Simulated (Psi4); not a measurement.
# CEPA(1)/6-311G(2df,2pd) run of H3NO (SMILES NO)

Aim: the energy change on altering one bond length of H3NO at CEPA(1)/6-311G(2df,2pd), from 2 runs. 

The results are computed with Psi4 1.11.

1 further run of the same task is left out (set aside as unsound or not needed).

## Step 1: Starting point

H3NO has 5 atoms, charge 0, and is taken as a singlet. As SMILES, `NO`. The shape is that of a GFN2-xTB optimisation. This is one conformer, not always the lowest.

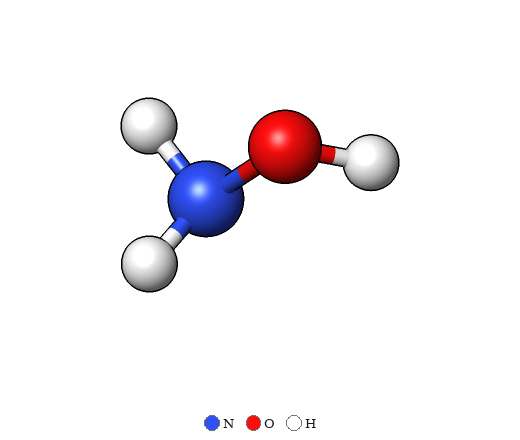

The structure, seen from a chosen angle (nitrogen blue, oxygen red, hydrogen white).

## Step 2: The energy at CEPA(1)/6-311G(2df,2pd)

Input file job.json:

```json
{
 "schema_name": "qcschema_input",
 "schema_version": 1,
 "molecule": {
  "schema_name": "qcschema_molecule",
  "schema_version": 2,
  "symbols": ["N", "O", "H", "H", "H"],
  "geometry": [-0.3380909, -0.69247124, -0.5913331, 0.70246789, 1.27414784, 0.94818898, -0.305701, -2.27927427, 0.50126875, -2.18582731, -0.21601459, -0.85910729, 2.12715131, 1.91359337, 0.00100155],
  "molecular_charge": 0,
  "molecular_multiplicity": 1,
  "fix_symmetry": "c1"
 },
 "driver": "energy",
 "model": {
  "method": "cepa(1)",
  "basis": "6-311G(2df,2pd)"
 },
 "keywords": {
  "reference": "rhf",
  "scf_type": "pk",
  "freeze_core": true
 }
}
```

Launch:

```bash
$ psi4 --qcschema job.json -n 1 --memory 1600MB
```

stdout (excerpt; [...] marks lines left out):

```text
[...]
  Running in c1 symmetry.
[...]
  Nuclear repulsion =   39.301944062416986
[...]
  Multiplicity = 1
[...]
  Nalpha       = 9
  Nbeta        = 9
[...]
    Number of basis functions: 102
[...]
   @RHF iter   1:  -130.97516628703622   -6.85244e-01   3.47731e-03 DIIS/ADIIS
[...]
   @RHF iter  11:  -131.03389824262320   -5.14433e-12   3.25710e-09 DIIS
[...]
    Orbital Energies [Eh]
    ---------------------
    Doubly Occupied:
       1A    -20.573384     2A    -15.594746     3A     -1.385061
       4A     -1.071481     5A     -0.683571     6A     -0.668892
       7A     -0.611095     8A     -0.476929     9A     -0.417807
[...]
  @RHF Final Energy:  -131.03389824262320
   => Energetics <=
    Nuclear Repulsion Energy =             39.3019440624169860
    One-Electron Energy =                -257.7057581526464674
    Two-Electron Energy =                  87.3699158476062792
    Total Energy =                       -131.0338982426231951
[...]
 Multipole Moments:
 ------------------------------------------------------------------------------------
     Multipole            Electronic (a.u.)      Nuclear  (a.u.)        Total (a.u.)
 ------------------------------------------------------------------------------------
 L = 1.  Multiply by 2.5417464519 to convert [e a0] to [Debye]
 Dipole X            :          0.3519512           -0.4551173           -0.1031661
 Dipole Y            :          0.5403889           -0.7396386           -0.1992496
 Dipole Z            :          0.3270173           -0.4680293           -0.1410120
 Magnitude           :                                                    0.2650057
[...]
      * SCS-MP2 total energy:                 -131.490873654830
[...]
      * MP2 total energy:                     -131.495118287484
[...]
```

The result, in JSON:

```text
{
 "driver": "energy",
 "model": {
  "method": "cepa(1)",
  "basis": "6-311G(2df,2pd)"
 },
 "success": true,
 "return_result": -131.51288681529834,
 "properties": {
  "calcinfo_nbasis": 102,
  "calcinfo_nmo": 102,
  "calcinfo_nalpha": 9,
  "calcinfo_nbeta": 9,
  "calcinfo_natom": 5,
  "nuclear_repulsion_energy": 39.301944062416986,
  "return_energy": -131.51288681529834,
  "scf_one_electron_energy": -257.70575815264647,
  "scf_two_electron_energy": 87.36991584760628,
  "scf_dipole_moment": [-0.10316610522195924, -0.1992496298913442, -0.14101200433080613],
  "scf_total_energy": -131.0338982426232,
  "scf_iterations": 11,
  "mp2_same_spin_correlation_energy": -0.11133304803028234,
  "mp2_opposite_spin_correlation_energy": -0.34988699683019436,
  "mp2_singles_energy": 0.0,
  "mp2_doubles_energy": -0.4612200448604767,
  "mp2_correlation_energy": -0.4612200448604767,
  "mp2_total_energy": -131.49511828748368
 }
}
```

Wall time 13 s (1 thread of AMD EPYC 9R45 (Zen 5), shared host); peak memory 0.99 GiB.

## Step 3: The distorted shape

Input file job.dat:

```
memory 1.6 GB

molecule geom {
  0 1
  N
  O 1 R2
  H 1 R3 2 A3
  H 1 R4 3 A4 2 D4
  H 2 R5 1 A5 3 D5

  R2 = 1.431762
  R3 = 1.019648
  A3 = 105.63274
  R4 = 2.5491
  A4 = 107.37058
  D4 = -112.28879
  R5 = 0.966495
  A5 = 105.03378
  D5 = 122.47577
  symmetry c1
}

set globals {
  basis       6-311G(2df,2pd)
  reference   rhf
  scf_type    pk
  freeze_core true
}

e_tot, wfn = energy("cepa(1)", return_wfn=True)
```

Launch:

```bash
$ psi4 -n 1 job.dat job.out
```

job.out (excerpt; [...] marks lines left out):

```text
[...]
  Running in c1 symmetry.
[...]
  Nuclear repulsion =   36.062358735359091
[...]
  Multiplicity = 1
[...]
  Nalpha       = 9
  Nbeta        = 9
[...]
    Number of basis functions: 102
[...]
   @RHF iter   1:  -130.56626988871625   -7.27382e-01   4.56629e-03 DIIS/ADIIS
[...]
   @RHF iter  15:  -130.77641175171956   -5.31486e-12   4.15135e-09 DIIS
[...]
    Orbital Energies [Eh]
    ---------------------
    Doubly Occupied:
       1A    -20.633321     2A    -15.707206     3A     -1.431380
       4A     -1.070587     5A     -0.713146     6A     -0.684152
       7A     -0.589880     8A     -0.483503     9A     -0.316701
[...]
  @RHF Final Energy:  -130.77641175171956
   => Energetics <=
    Nuclear Repulsion Energy =             36.0623587353590906
    One-Electron Energy =                -250.4177897897263847
    Two-Electron Energy =                  83.5790193026477226
    Total Energy =                       -130.7764117517195928
[...]
 Multipole Moments:
 ------------------------------------------------------------------------------------
     Multipole            Electronic (a.u.)      Nuclear  (a.u.)        Total (a.u.)
 ------------------------------------------------------------------------------------
 L = 1.  Multiply by 2.5417464519 to convert [e a0] to [Debye]
 Dipole X            :         -2.1235662            1.2463890           -0.8771771
 Dipole Y            :          0.8522463           -0.4264603            0.4257860
 Dipole Z            :          1.5613491           -1.3281889            0.2331602
 Magnitude           :                                                    1.0025453
[...]
      * SCS-MP2 total energy:                 -131.300704328517
[...]
      * MP2 total energy:                     -131.297606188762
[...]
```

Run time: 17 s. Hardware: 1 thread of AMD EPYC 9R45 (Zen 5), shared host; peak memory 0.99 GiB.

## Step 4: Outcome

Level: CEPA(1)/6-311G(2df,2pd), 2 core orbitals frozen.

| quantity | value |
| --- | --- |
| first shape: total energy | -131.51289 Eh |
| first shape: HOMO energy (Hartree–Fock orbitals) | -11.37 eV |
| first shape: LUMO energy (Hartree–Fock orbitals) | 4.21 eV |
| first shape: HOMO–LUMO gap (Hartree–Fock orbitals) | 15.58 eV |
| first shape: correlation energy (2 core orbitals frozen) | -479.0 mEh |
| distorted shape: total energy | -131.35168 Eh |
| distorted shape: HOMO energy (Hartree–Fock orbitals) | -8.62 eV |
| distorted shape: LUMO energy (Hartree–Fock orbitals) | -1.18 eV |
| distorted shape: HOMO–LUMO gap (Hartree–Fock orbitals) | 7.44 eV |
| distorted shape: correlation energy (2 core orbitals frozen) | -575.3 mEh |
| energy change with the N1–H4 bond stretched from 1.020 to 2.549 Å | 4.387 eV |

In words: One bond (distorted shape) is far stretched, which a spin-restricted single reference describes badly; a broken-symmetry solution may lie lower. With the N1–H4 bond stretched from 1.020 to 2.549 Å the energy rises by 4.39 eV (423 kJ/mol). The first shape isn't relaxed at this level, so the change isn't measured from a minimum. A restricted reference can't describe the breaking bond well at this length.
